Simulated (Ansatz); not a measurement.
**CHGeN (quintet): trial inputs and their diagnosis**

3 inputs are run for CHGeN (quintet) as typed; the log has to tell whether the result can be used and what must change.

Method: the settings change from run to run; program: Ansatz 0.2.0, Gaussian basis.

32 further runs of the same task are left out: 2 for a mislabelled method, 16 that didn't finish, 14 set aside as unsound or not needed.

### Step 1. What is computed

The geometry is a PBE0/def2-TZVP stationary point (not a proven minimum) of the parent state, kept for this charge and spin. No spin-orbit coupling is included. The filled d shell of Ge may be among the frozen orbitals whatever the setting's name suggests; the logs give the count.

4 atoms, charge 0, spin multiplicity 5.

Atoms are counted from 1 here; the program's logs count them from 0.

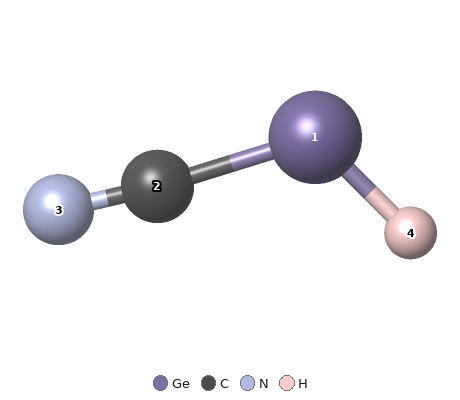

The structure; germanium purple, carbon dark grey, nitrogen light blue, hydrogen pink; atoms are numbered from 1 in the order of the file.

### Step 2. Input 1

The input, in.yaml:

```yaml
crystal:
  periodic: [false, false, false]
  atoms:
    - {symbol: Ge, position_ang: [0.000000, -0.035871, 0.645964]}
    - {symbol: C, position_ang: [0.000000, 0.061740, -1.235333]}
    - {symbol: N, position_ang: [0.000000, 0.040290, -2.393320]}
    - {symbol: H, position_ang: [0.000000, 1.289585, 1.425554]}
basis:
  gaussian: {orbitals: 6-31G}
magnetization: {spin_polarized: false, initial_magnetization: 4}
correlation: {method: sc_nevpt2, electrons: outside_noble_gas, active_space: {window: {electrons: 6, orbitals: 5}}}
scf: {lower_state_search: off}
output: {forces: true}
```

Run with:

```sh
> ansatz run in.yaml --threads 1 --pin off --events-out ev --progress --plain --max-ram 2393MiB
```

Output:

```text
Functional definition: HF
  name "HF"
  cite "Fock, Z. Phys. 61, 126 (1930) doi:10.1007/BF01340294"
  parent pbe
  exchange = exact_x
  correlation = 0
these checks for a lower state are left out or cut short: stability, starts, cluster_reference, orbital_swaps, neighbouring_geometries, increment
541 factors; integrals over basis functions are off by at most 4.3e-4 eV
mean field evaluation 1: about -58977.9531 eV, gradient 2.2e1 eV
mean field evaluation 2: about -58978.0705 eV, gradient 2.2e1 eV
mean field evaluation 4: about -58981.9754 eV, gradient 5.3e0 eV
mean field evaluation 8: about -58983.2439 eV, gradient 1.9e0 eV
mean field evaluation 16: about -58983.7008 eV, gradient 1.0e-1 eV
mean field -58983.70106374 eV, -2167.6110335039 hartree, gradient 8.7e-6 eV, S^2 6.000000; 0 other end points of the search recorded, 0 dependent functions left out
reference -58983.70106374 eV, -2167.6110335039 hartree; 25, 21 occupied and 24, 28 virtual orbitals, 541 factors
state -58983.70106374 eV, -2167.6110335039 hartree
state -58983.70106374 eV, -2167.6110335039 hartree; corrected -58988.00930709 eV, -2167.7693585270 hartree
WARN: 1 active orbitals are nearly empty or full. The corrections depend on them more than the energy does, and are more stable in an active space without them
the calculation of the forces begins
Error: an active orbital is full or empty, and SC-NEVPT2 has no forces then: leave it out of the active space
```

Run time: 4.4 s. Hardware: 1 thread of Intel Xeon at 2.50GHz, shared host.

Diagnosis: The run stopped with an error. It says: «an active orbital is full or empty, and SC-NEVPT2 has no forces then: leave it out of the active space». Cure: drop the forces, or choose an active space whose orbitals are all partly filled.

### Step 3. Input 2

The input, in.yaml:

```yaml
crystal:
  periodic: [false, false, false]
  atoms:
    - {symbol: Ge, position_ang: [0.000000, -0.035871, 0.645964]}
    - {symbol: C, position_ang: [0.000000, 0.061740, -1.235333]}
    - {symbol: N, position_ang: [0.000000, 0.040290, -2.393320]}
    - {symbol: H, position_ang: [0.000000, 1.289585, 1.425554]}
basis:
  gaussian: {orbitals: def2-SVP}
correlation: {method: fic_mrcisd_q, electrons: outside_noble_gas, active_space: {window: {electrons: 6, orbitals: 6}}}
magnetization: {spin_polarized: true, initial_magnetization: 4}
```

The command is unchanged.

Output:

```text
Error: invalid value for `correlation.active_space`: it starts from restricted Hartree–Fock orbitals; set hamiltonian.xc: hf without magnetization.spin_polarized
```

Wall time 0.03 s (1 thread of Intel Xeon at 2.50GHz, shared host).

**Diagnosis.** The run was refused. An active space is asked on unrestricted orbitals. To mend it, drop spin_polarized: true.

### Step 4. Input 3

The input, in.yaml:

```yaml
crystal:
  periodic: [false, false, false]
  atoms:
    - {symbol: Ge, position_ang: [0.000000, -0.035871, 0.645964]}
    - {symbol: C, position_ang: [0.000000, 0.061740, -1.235333]}
    - {symbol: N, position_ang: [0.000000, 0.040290, -2.393320]}
    - {symbol: H, position_ang: [0.000000, 1.289585, 1.425554]}
basis:
  gaussian: {orbitals: cc-pVDZ}
magnetization: {spin_polarized: false, initial_magnetization: 4}
correlation: {method: fic_mrcisd_q, electrons: valence, active_space: {window: {electrons: 30, orbitals: 14}}}
```

The command is unchanged.

Output:

```text
Functional definition: HF
  name "HF"
  cite "Fock, Z. Phys. 61, 126 (1930) doi:10.1007/BF01340294"
  parent pbe
  exchange = exact_x
  correlation = 0
642 factors; integrals over basis functions are off by at most 1.1e-3 eV
mean field evaluation 1: about -58987.6852 eV, gradient 2.3e1 eV
mean field evaluation 2: about -58987.6905 eV, gradient 2.3e1 eV
mean field evaluation 4: about -58991.5571 eV, gradient 5.4e0 eV
mean field evaluation 8: about -58993.1563 eV, gradient 2.1e0 eV
mean field evaluation 16: about -58993.5575 eV, gradient 1.0e-3 eV
mean field evaluation 32: about -58991.3337 eV, gradient 7.3e0 eV
mean field evaluation 64: about -58992.8782 eV, gradient 7.6e-1 eV
mean field evaluation 96: about -58992.8603 eV, gradient 5.5e-2 eV
mean field evaluation 128: about -58991.8885 eV, gradient 9.5e-1 eV
mean field -58993.55753340 eV, -2167.9732520831 hartree, gradient 3.3e-6 eV, S^2 6.000000; 14 other end points of the search recorded, 0 dependent functions left out
reference -58993.55753340 eV, -2167.9732520831 hartree; 25, 21 occupied and 35, 39 virtual orbitals, 642 factors
Error: 30 electrons in 14 orbitals form no window around the highest filled level of the reference
```

It took 23 s on 1 thread of Intel Xeon at 2.50GHz, shared host.

**Diagnosis.** The run stopped with an error. The active window can't be built from these electrons and orbitals. To mend it, choose counts that fit the spin, the electrons and the basis.

### Step 5. Summary

| input | level | ended | cause | time |
| --- | --- | --- | --- | --- |
| 1 | NEVPT2(6,5)/6-31G | stopped by an error | an active orbital is full or empty, and SC-NEVPT2 has no forces then: leave it out of the active space | 4.4 s |
| 2 | MRCISD+Q(6,6)/def2-SVP | refused | an active space is asked on unrestricted orbitals | 0.03 s |
| 3 | MRCISD+Q(30,14)/cc-pVDZ | stopped by an error | the active window can't be built from these electrons and orbitals | 23 s |

2 stopped by an error, 1 refused.
